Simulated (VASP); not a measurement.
Energy against volume of AlN (zinc blende). Method: PBE GGA with D3 dispersion (Becke-Johnson damping), VASP's PBE PAW potentials (set 64) (plane waves; VASP).

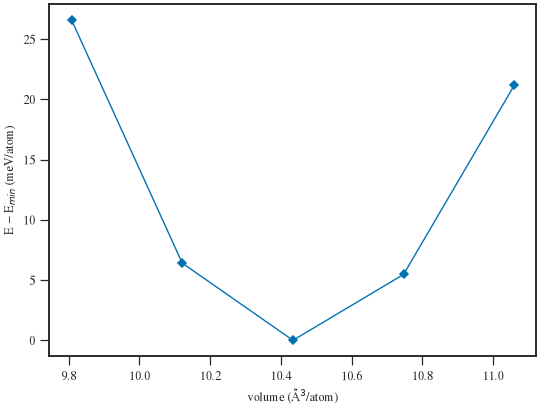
*Energy against volume*

Problem. Estimate the equilibrium volume and the bulk modulus.

Solution. The minimum lies near 10.4 Å³/atom, and the curvature gives B0 of about 200 GPa.

The compound is AlN in the zinc blende structure, a metastable form; wurtzite is the usual one. It was relaxed first.
